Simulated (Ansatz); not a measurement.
# CH2FGaO (SMILES O=[CH][GaH][F]): functionals against CCSD(T) at one geometry

Aim: energy, forces and dipole at a structure displaced at random from a GFN2-xTB minimum, from CCSD(T) and from density functionals.

Method: single points in def2-TZVPP; program: Ansatz 0.2.0, Gaussian basis.

Cores are frozen in the correlated methods. Filled d shells of the heavier atoms are correlated.

**1. Where the work starts**

SMILES `O=[CH][GaH][F]`, 6 atoms, charge 0, spin multiplicity 1.

Atoms are counted from 1 here; the program's logs count them from 0.

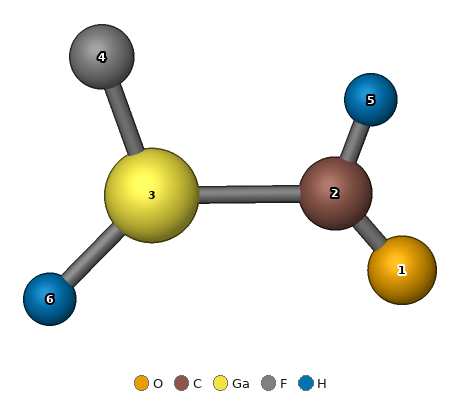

As it starts; oxygen amber, carbon brown, gallium yellow, fluorine grey, hydrogen blue; atoms are numbered from 1 in the order of the file.

As a file:

```
O     1.8403    0.4232   -1.0043
C     0.7766   -0.0304   -0.8290
Ga   -0.5044    0.1256    0.7927
F    -1.9209   -0.7567    0.4970
H     0.3108   -0.6853   -1.6330
H    -0.4127    0.8760    2.2478
```

**2. CCSD(T)/def2-TZVPP**

File run/in.yaml:

```yaml
crystal:
  periodic: [false, false, false]
  atoms:
    - {symbol: O, position_ang: [1.840300, 0.423200, -1.004300]}
    - {symbol: C, position_ang: [0.776600, -0.030400, -0.829000]}
    - {symbol: Ga, position_ang: [-0.504400, 0.125600, 0.792700]}
    - {symbol: F, position_ang: [-1.920900, -0.756700, 0.497000]}
    - {symbol: H, position_ang: [0.310800, -0.685300, -1.633000]}
    - {symbol: H, position_ang: [-0.412700, 0.876000, 2.247800]}
basis:
  gaussian: {orbitals: def2-TZVPP}
correlation: {method: ccsd_t}
output: {forces: true}
```

The command line of these runs was not kept.

**3. PBE0-D4/def2-TZVPP**

Changes to run/in.yaml since step 2:

```diff
@@ -11,3 +11,3 @@
   gaussian: {orbitals: def2-TZVPP}
-correlation: {method: ccsd_t}
-output: {forces: true}
+hamiltonian: {xc: pbe0, dispersion: d4}
+output: {forces: true, orbitals: {seedname: orbitals}}
```

**4. wB97M-V/def2-TZVPP**

Changes to run/in.yaml since step 3:

```diff
@@ -11,3 +11,3 @@
   gaussian: {orbitals: def2-TZVPP}
-hamiltonian: {xc: pbe0, dispersion: d4}
-output: {forces: true, orbitals: {seedname: orbitals}}
+hamiltonian: {xc: {name: wB97M-V}}
+output: {forces: true}
```

**5. r2SCAN-D4/def2-TZVPP**

Changes to run/in.yaml since step 4:

```diff
@@ -11,3 +11,3 @@
   gaussian: {orbitals: def2-TZVPP}
-hamiltonian: {xc: {name: wB97M-V}}
+hamiltonian: {xc: r2scan, dispersion: d4}
 output: {forces: true}
```

**6. PBE-D4/def2-TZVPP**

Changes to run/in.yaml since step 5:

```diff
@@ -11,3 +11,3 @@
   gaussian: {orbitals: def2-TZVPP}
-hamiltonian: {xc: r2scan, dispersion: d4}
+hamiltonian: {xc: pbe, dispersion: d4}
 output: {forces: true}
```

**7. LC-wPBE/def2-TZVPP**

Changes to run/in.yaml since step 6:

```diff
@@ -11,3 +11,3 @@
   gaussian: {orbitals: def2-TZVPP}
-hamiltonian: {xc: pbe, dispersion: d4}
+hamiltonian: {xc: {name: LC-wPBE}}
 output: {forces: true}
```

**8. r2SCANh-D4/def2-TZVPP**

Changes to run/in.yaml since step 7:

```diff
@@ -11,3 +11,3 @@
   gaussian: {orbitals: def2-TZVPP}
-hamiltonian: {xc: {name: LC-wPBE}}
+hamiltonian: {xc: {name: r2SCANh}, dispersion: d4}
 output: {forces: true}
```

(Steps that only read results are left out.)

Before running it: what results should come out? Wanted: energy less free atoms, CCSD(T)/def2-TZVPP; RMS force component; RMS force error; HOMO and LUMO, PBE0-D4; T1 diagnostic.

**Answer**, as computed:

```
                                  quantity                                                                                              value
energy less free atoms, CCSD(T)/def2-TZVPP                                                                                    -487.1 kcal/mol
                       RMS force component                                                               1.229 to 1.609 eV/Å over the methods
                           RMS force error  PBE0-D4 0.456, wB97M-V 0.355, r2SCAN-D4 0.378, PBE-D4 0.292, LC-wPBE 0.380, r2SCANh-D4 0.457 eV/Å
                    HOMO and LUMO, PBE0-D4                                                                                 -6.95 and -2.54 eV
                             T1 diagnostic                                                                                              0.015
```

What this shows: Against CCSD(T) the functionals' energies less atoms differ by -29.0 to -8.1 kcal/mol, PBE-D4 by -29.0 kcal/mol. A larger basis would deepen the CCSD(T) value, while the functionals are nearly converged already, so the order here is not reliable. For forces PBE-D4 does best and r2SCANh-D4 worst. Frozen-core CCSD(T) forces in triple zeta carry basis errors of their own, and this is one geometry, so small gaps rank nothing.
